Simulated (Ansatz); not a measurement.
# Calculations on C$_{2}$H$_{5}$NOSSe

Part 1: Relaxation

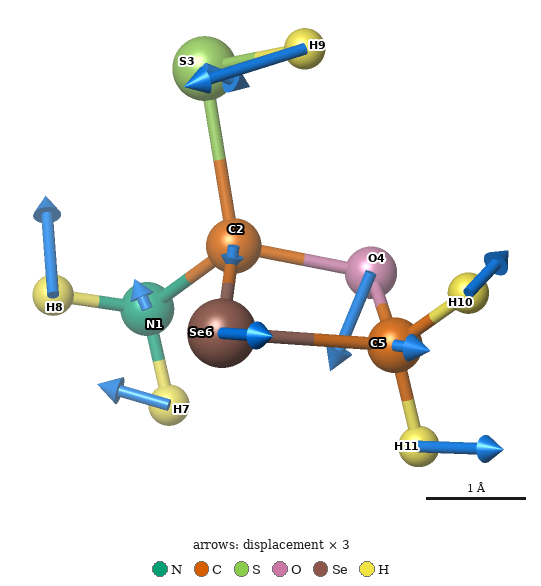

This is a relaxation of C$_{2}$H$_{5}$NOSSe. The starting structure is drawn; blue arrows show the displacements, 3 times their true length. The two geometries are superimposed by the best rigid fit.

The picture is a ball-and-stick view, seen at a tilt.

The run prepares an end point of a later path (inversion) calculation, from a guessed geometry.

These are results of RKS PBE0-D4/def2-SVP in Ansatz, not measurements.

Input file:
```yaml
crystal:
  periodic: [false, false, false]
  atoms:
    - { symbol: "N", position_ang: [-1.6127, -0.7392, 0.2335] }
    - { symbol: C, position_ang: [-0.4957, 0.177, 0.2278] }
    - { symbol: S, position_ang: [-0.9166, 1.7944, 0.9653] }
    - { symbol: O, position_ang: [0.0947, 0.3494, -1.0703] }
    - { symbol: C, position_ang: [1.2808, -0.2328, -0.8245] }
    - { symbol: Se, position_ang: [1.0434, -0.6394, 1.0689] }
    - { symbol: H, position_ang: [-1.3704, -1.5979, -0.2256] }
    - { symbol: H, position_ang: [-1.8692, -0.8947, 1.2076] }
    - { symbol: H, position_ang: [0.4006, 2.3393, 0.7695] }
    - { symbol: H, position_ang: [2.0866, 0.5254, -0.9334] }
    - { symbol: H, position_ang: [1.424, -1.1386, -1.3981] }
basis:
  gaussian: { orbitals: def2-SVP }
hamiltonian:
  xc: pbe0
  dispersion: d4
relax:
  f_tol: 0.015
  max_steps: 40
output:
  orbitals: {}
```

Command:
```bash
ansatz run input.yaml --threads 2 --pin off --max-ram 3072MiB --backend cpu --events-out ev --progress --plain --runs-dir out
```

### What happened in the run?

H9 moves most after the best rigid fit: 0.46 Å. Largest moves by element: H 0.46 Å, O 0.37 Å, Se 0.25 Å, S 0.19 Å, C 0.14 Å, N 0.11 Å. Near-neighbour distances that change, for instance: C2–Se6 1.935 → 2.086 Å, S3–H9 1.439 → 1.348 Å, O4–C5 1.344 → 1.408 Å, N1–C2 1.445 → 1.384 Å. Bond angles that change, for instance: N1–C2–Se6 110.2° → 121.6°, C2–N1–H8 107.2° → 114.9°, C2–O4–C5 98.4° → 104.5°. Groups turn about C2–S3 by about 30°. After 10 accepted moves (11 points after the start) the energy has fallen by 16.3 kcal/mol. The largest force component goes from 2.9 to 0.0073 eV/Å. The line search rejected the trial step at point 5 of the run. The run took 2 min on 2 threads of Arm Neoverse N1 (shared host), peak memory 0.37 GiB.

Part 2: Relaxation

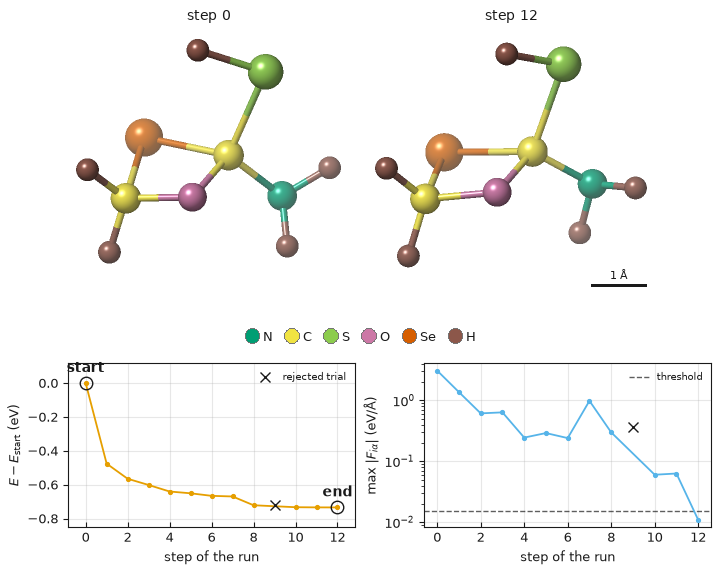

First and last geometry of a relaxation of C2H5NOSSe, with the history of the run. The picture is a ball-and-stick view, seen at a tilt.

The run prepares an end point of a later path (inversion) calculation, from a guessed geometry.

Method: RKS PBE0-D4/def2-SVP (Ansatz 0.2.0). Settings: no spin polarisation; force threshold 0.015 eV/Å; at most 40 steps.

### Did the run converge, and what did it change?

It converged. After 11 accepted moves (12 points after the start) the energy has fallen by 0.734 eV. Largest force component: 3.1 eV/Å at the start, 0.011 eV/Å at the end. The line search rejected the trial step at point 9 of the run. An H atom moves most after the best rigid fit: 0.76 Å. By element the largest moves are H 0.76 Å, Se 0.30 Å, N 0.28 Å, S 0.22 Å, O 0.11 Å, C 0.10 Å. Near-neighbour distances that change, for instance: H–S 1.439 → 1.349 Å, C–Se 1.935 → 2.004 Å, C–O 1.344 → 1.407 Å, C–N 1.445 → 1.400 Å. Among the angles between lasting bonds that change: N–C–S 112.4° → 106.1°, C–O–C 98.4° → 103.9°, S–C–Se 112.4° → 117.5°. Groups turn about C–N by about 60°. Cost: 2.2 min on 2 threads of Arm Neoverse N1, with other jobs on the host, peak memory 0.37 GiB.

Part 3: Path

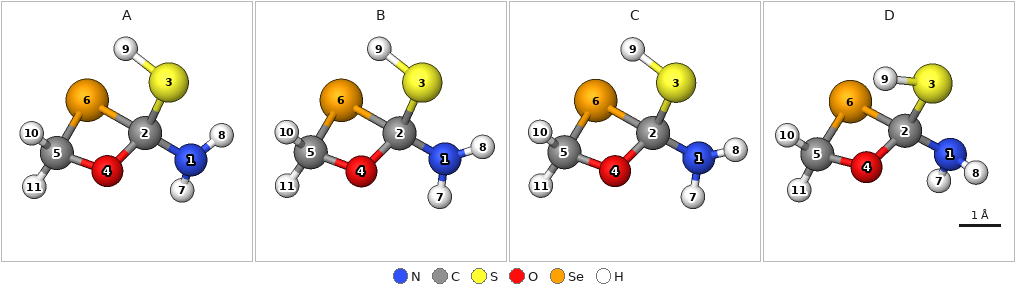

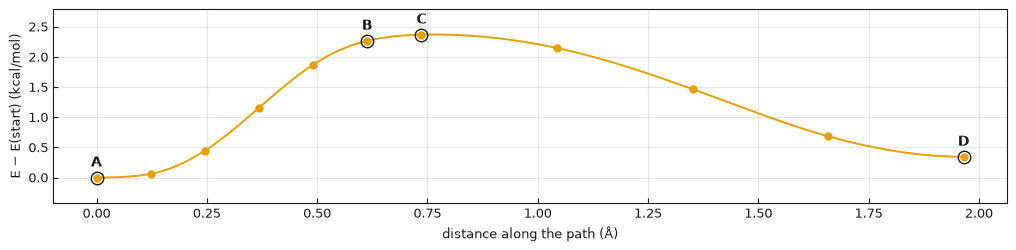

A search for the minimum-energy path of C2H5NOSSe by the nudged elastic band. Images are numbered from 0 (start) to 10 (end). Frames A to D are images 0, 5, 6, 10. A ball-and-stick model, seen at a tilt.

Level of theory: RKS PBE0-D4/def2-SVP in Ansatz. Set-up: 9 movable images; climbing image; force threshold 0.03 eV/Å; iteration limit 21; starting path through a guess of the saddle point.

Q: Read off the barrier and say what moves.

A: The motion is an umbrella inversion at N1. No bond forms or breaks between the ends. Bond angles that change up to the highest image, for instance: C2–N1–H8 114.9° → 118.6°, N1–C2–Se6 121.6° → 119.0°. The highest point, image 6, lies 2.37 kcal/mol above the start and 2.02 kcal/mol above the end; the end is at +0.34 kcal/mol relative to the start. The band is converged.
